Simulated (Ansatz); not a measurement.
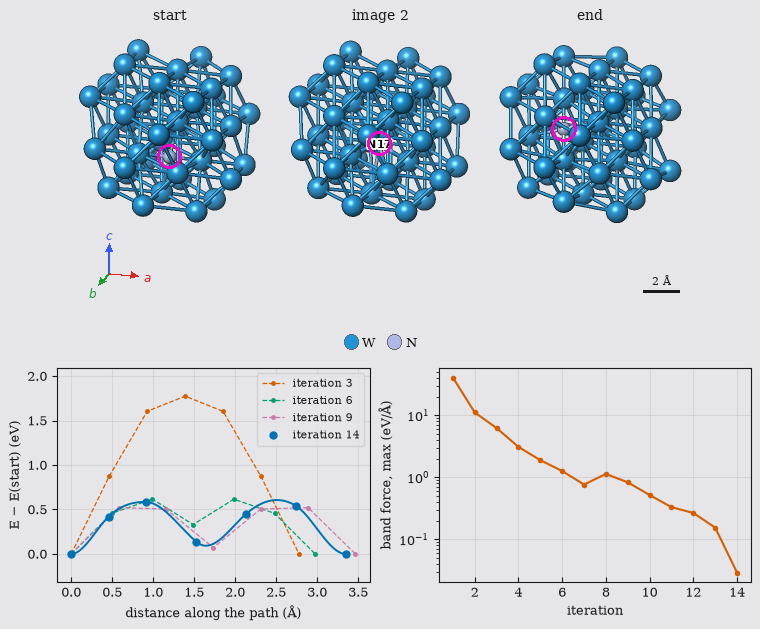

NEB run on W with an interstitial N (17 atoms in the cell). Images are numbered from 0 (start) to 6 (end). The plot follows the band through its iterations. Style: ball-and-stick. Shown: the atoms within 5.3 Å of the middle of the path, from a free direction. The moving atom is ringed, with any periodic copies. Bonds to atoms that aren't drawn are left out.

The calculation used Ansatz, DFT PBE-D3(BJ), scalar-relativistic, plane waves, PAW. Set-up: plane-wave cutoff 420 eV; k-point mesh 3 × 3 × 3; Fermi-Dirac smearing 0.1 eV; 5 movable images; climbing image; force threshold 0.05 eV/Å; iteration limit 64; spring constant 2.0 eV/Å²; starting path by straight interpolation.

Did the band converge, and can the barrier be trusted?

Answer. The run is converged, with reservations. The band converged in 14 iterations. The largest component of the band force went from 41 to 0.029 eV/Å. The climbing image converged on the top of the path. A check of its curvatures found one unstable direction (−0.7 eV/Å²), as a transition state must have. The first iteration put the highest image at 12.87 eV. The two ends have the same energy, and the highest point, image 2, lies 0.58 eV above the start. The profile has 2 maxima (images 2, 5) with a dip at image 3 (+0.14 eV), so the process runs in steps.

Limits of the set-up: the cell has an odd number of electrons but was run without spin polarisation; the periodic images lie only 6.3 Å apart, so the values are limited by the cell's size.
